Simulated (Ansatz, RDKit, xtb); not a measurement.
# Isomers of BSi2N2H9, a sample narrowed down, part 2 of 2

A sample of isomers of BSi2N2H9 is drawn. Aim: find which of them has the lowest free energy at 298.15 K, then its properties. The sample is small against all isomers, and the most stable one of this formula need not be in it.

xtb, Ansatz and PySCF; isolated molecules. Earlier steps stand in the parts before.

### Step 10. c779c at MP2/def2-TZVPP

Input file input.yaml:

```yaml
crystal:
  periodic: [false, false, false]
  atoms:
    - {symbol: B, position_ang: [-2.217856, 0.388563, -1.304327]}
    - {symbol: N, position_ang: [-0.901319, 0.070526, -0.898294]}
    - {symbol: "N", position_ang: [0.610743, 1.506849, -3.025206]}
    - {symbol: Si, position_ang: [-0.481076, -0.252738, 0.789221]}
    - {symbol: Si, position_ang: [0.347662, 0.032262, -2.181581]}
    - {symbol: H, position_ang: [-2.436486, 0.598195, -2.482481]}
    - {symbol: H, position_ang: [-3.123191, 0.454442, -0.502372]}
    - {symbol: H, position_ang: [0.084816, -1.628092, 0.929465]}
    - {symbol: H, position_ang: [-1.701506, -0.119542, 1.630104]}
    - {symbol: H, position_ang: [0.562011, 0.715191, 1.247446]}
    - {symbol: H, position_ang: [-0.056534, -0.990955, -3.180923]}
    - {symbol: H, position_ang: [1.610720, -0.332688, -1.476198]}
    - {symbol: H, position_ang: [-0.070999, 1.823418, -3.708214]}
    - {symbol: H, position_ang: [1.042975, 2.297996, -2.557757]}
basis:
  gaussian:
    orbitals: def2-TZVPP
correlation:
  method: mp2
  frozen_orbitals: {"N": 1, B: 1, H: 0, Si: 5}
```

Started as:

```console
$ ansatz run input.yaml --threads 2 --pin off --max-ram 5220MiB --events-out events.jsonl --progress --plain --runs-dir runs
```

The log of the run:

```text
Warning: RAYON_NUM_THREADS=2 ignored (pool sized by the plan → 2); use --threads N
Functional definition: HF
  name "HF"
  exchange = exact_x
  correlation = 0
1744 factors; integrals over basis functions are off by at most 9.9e-4 eV
mean field evaluation 1: about -19501.7115 eV, gradient 4.7e1 eV
mean field evaluation 2: about -19501.9646 eV, gradient 4.7e1 eV
mean field evaluation 4: about -19507.1428 eV, gradient 4.7e0 eV
mean field evaluation 8: about -19507.2261 eV, gradient 2.7e-1 eV
mean field evaluation 16: about -19507.2264 eV, gradient 2.1e-6 eV
mean field -19507.22636045 eV, -716.8773462736 hartree, gradient 2.1e-6 eV, S^2 0.000000; 0 other end points of the search recorded, 0 dependent functions left out
13 core orbitals not correlated: weight in the atoms' cores, before any rotation towards them, 1.000 or more for the frozen orbitals, at most 0.000 for the correlated occupied ones
reference -19507.22636045 eV, -716.8773462736 hartree; 15, 15 occupied and 275, 275 virtual orbitals, 1744 factors
second order -21.22263488 eV of doubles, -0.00000000 eV of singles
Total energy: -19528.44899533 eV, -717.6572637201 hartree
```

Wall time 11 s (2 threads of Intel Xeon Platinum 8259CL at 2.50GHz (Skylake/Cascade Lake), shared host); peak memory 0.89 GiB.

### Step 11. c203d at CCSD(T)/def2-SVP

Input file input.yaml:

```yaml
crystal:
  periodic: [false, false, false]
  atoms:
    - {symbol: B, position_ang: [0.592573, -0.615330, -1.238578]}
    - {symbol: N, position_ang: [0.824053, 1.869747, 0.182863]}
    - {symbol: N, position_ang: [-0.206315, -0.644004, 0.218789]}
    - {symbol: Si, position_ang: [1.798236, 1.005734, -1.059962]}
    - {symbol: Si, position_ang: [-0.625915, 1.095320, 0.627182]}
    - {symbol: H, position_ang: [-0.274372, -0.370082, -2.068761]}
    - {symbol: H, position_ang: [1.112420, -1.704897, -1.408754]}
    - {symbol: H, position_ang: [3.188253, 0.867443, -0.495887]}
    - {symbol: H, position_ang: [1.961863, 1.875324, -2.273568]}
    - {symbol: H, position_ang: [1.102791, 2.757561, 0.591970]}
    - {symbol: H, position_ang: [-0.952790, 1.203812, 2.080731]}
    - {symbol: H, position_ang: [-1.868032, 1.327845, -0.164002]}
    - {symbol: H, position_ang: [0.401520, -1.063388, 0.928680]}
    - {symbol: H, position_ang: [-1.022413, -1.256671, 0.136182]}
basis:
  gaussian:
    orbitals: def2-SVP
total_charge: 0
magnetization:
  spin_polarized: false
  initial_magnetization: 0
correlation:
  method: ccsd_t
  frozen_orbitals: {"N": 1, B: 1, H: 0, Si: 5}
```

Started as:

```console
$ ansatz run input.yaml --threads 2 --pin off --max-ram 5220MiB --events-out events.jsonl --progress --plain --runs-dir runs
```

The log of the run, cut to the lines that bear on the results:

```text
Warning: RAYON_NUM_THREADS=2 ignored (pool sized by the plan → 2); use --threads N
[... 2 set-up lines as earlier in the session ...]
[...]
1226 factors; integrals over basis functions are off by at most 1.2e-3 eV
[...]
mean field -19496.21786851 eV, -716.4727916567 hartree, gradient 1.9e-6 eV, S^2 0.000000; 0 other end points of the search recorded, 0 dependent functions left out
13 core orbitals not correlated: weight in the atoms' cores, before any rotation towards them, 1.000 or more for the frozen orbitals, at most 0.000 for the correlated occupied ones
reference -19496.21786851 eV, -716.4727916567 hartree; 15, 15 occupied and 95, 95 virtual orbitals, 1226 factors
second order -17.47191563 eV of doubles, -0.00000000 eV of singles
cycle   1  -18.60476216 eV  change    -1.1e0 eV  update   9.9e-2
[...]
cycle   9  -19.25816158 eV  change   -7.3e-6 eV  update   1.9e-5
perturbative correction -0.55398988 eV, -0.0203587527 hartree
Total energy: -19516.03001997 eV, -717.2008747938 hartree
```

Run time: 13 s. Hardware: 2 threads of Intel Xeon Platinum 8259CL at 2.50GHz (Skylake/Cascade Lake), shared host; peak memory 0.69 GiB.

### Step 12. Putting it together

Energies in kcal/mol from c779c; G adds the thermal terms to the CCSD(T)/def2-SVP + MP2/def2-TZVPP - MP2/def2-SVP energy.

| label | SMILES | spin | r2SCAN-D4/def2-SVP, relaxed | HF/def2-SVP | MP2/def2-SVP | CCSD(T)/def2-SVP + MP2/def2-TZVPP - MP2/def2-SVP | G | share at equilibrium | T1 |
| --- | --- | --- | --- | --- | --- | --- | --- | --- | --- |
| c779c | BN([SiH3])[SiH2]N | singlet | 0.0 | 0.0 | 0.0 | 0.0 | 0.0 | 100.0 % | 0.013 |
| c203d | [BH2-]1[NH2+][SiH2]N[SiH2]1 | singlet | 5.4 | 19.6 | 9.1 | 10.1 | 14.8 | < 0.1 % | 0.011 |
| c203b | [NH2][SiH]1[H][BH2][SiH2][NH]1 ‡ | singlet | 22.8 | 42.3 | 30.9 | 26.3 | 27.1 | < 0.1 % | 0.012 |

‡ marks the bonded skeleton alone, with all bonds drawn single: no Lewis structure was assigned that passes a check against the bond lengths.

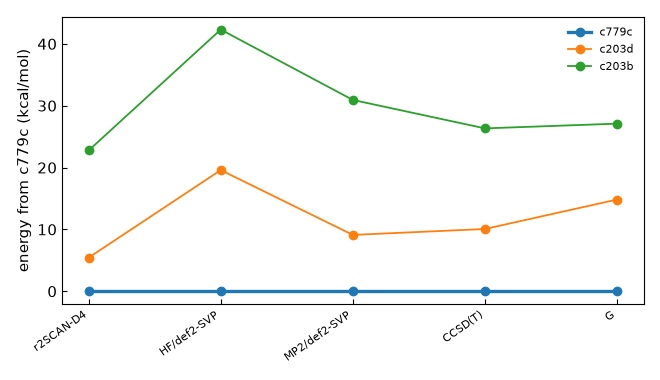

The finalists at each level, measured from c779c.

Lowest found: c779c, `BN([SiH3])[SiH2]N`, a singlet. Bond lengths: B1–N2 1.414 Å, N2–Si4 1.769 Å, N2–Si5 1.791 Å, N3–Si5 1.719 Å, B1–H6 1.216 Å, B1–H7 1.211 Å, Si4–H8 1.494 Å, Si4–H9 1.488 Å, Si4–H10 1.495 Å, Si5–H11 1.486 Å, Si5–H12 1.492 Å, N3–H13 1.016 Å, N3–H14 1.016 Å. Some angles: B1–N2–Si4 122.4°, B1–N2–Si5 116.6°, Si4–N2–Si5 120.9°, N2–Si5–N3 116.1°, N2–B1–H6 119.0°, N2–B1–H7 121.2°, N2–Si4–H8 110.4°, N2–Si4–H9 109.1°, N2–Si4–H10 109.9°, N2–Si5–H11 107.9°.

```xyz
14

B    -2.2179    0.3886   -1.3043
N    -0.9013    0.0705   -0.8983
N     0.6107    1.5068   -3.0252
Si   -0.4811   -0.2527    0.7892
Si    0.3477    0.0323   -2.1816
H    -2.4365    0.5982   -2.4825
H    -3.1232    0.4544   -0.5024
H     0.0848   -1.6281    0.9295
H    -1.7015   -0.1195    1.6301
H     0.5620    0.7152    1.2474
H    -0.0565   -0.9910   -3.1809
H     1.6107   -0.3327   -1.4762
H    -0.0710    1.8234   -3.7082
H     1.0430    2.2980   -2.5578
```

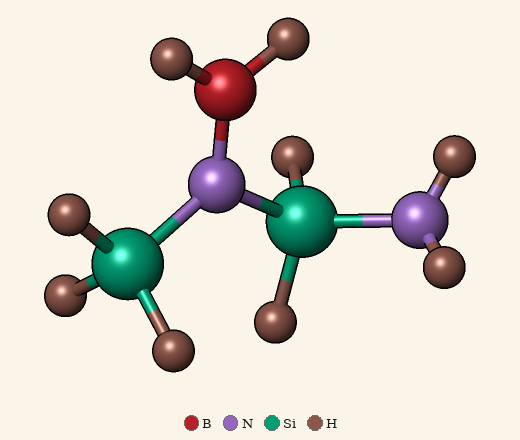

The lowest structure found, seen from a chosen angle (boron red, nitrogen purple, silicon teal, hydrogen brown).

### Step 13. Results

What follows sums up all 2 parts.

```
                                 quantity                                                                    value
                   lowest structure found                                               BN([SiH3])[SiH2]N, singlet
                            next finalist          [BH2-]1[NH2+][SiH2]N[SiH2]1, singlet, 14.8 kcal/mol higher in G
share at equilibrium, among the finalists                                                                  100.0 %
                                   funnel  16 starts, 15 minima at GFN2-xTB, 8 screening runs, 3 relaxed, 3 ranked
                     CPU time of all runs                                                                  9.6 min
```

**Reading.** `BN([SiH3])[SiH2]N` comes out lowest. The margin of 14.8 kcal/mol over the next finalist is beyond the usual error of the last level; it says nothing of structures that weren't ranked. r2SCAN-D4/def2-SVP, relaxed, HF/def2-SVP and MP2/def2-SVP already put its bonding pattern lowest among the structures in one piece. The largest share of the time went into the relaxations (64 %). 2 minima inside the window were never screened. Lowest found is not proven lowest: the search is finite, and each finalist counts with one conformer. Only 4 drawn patterns were tried, so whole families of isomers are missing, and the result ranks this sample alone.
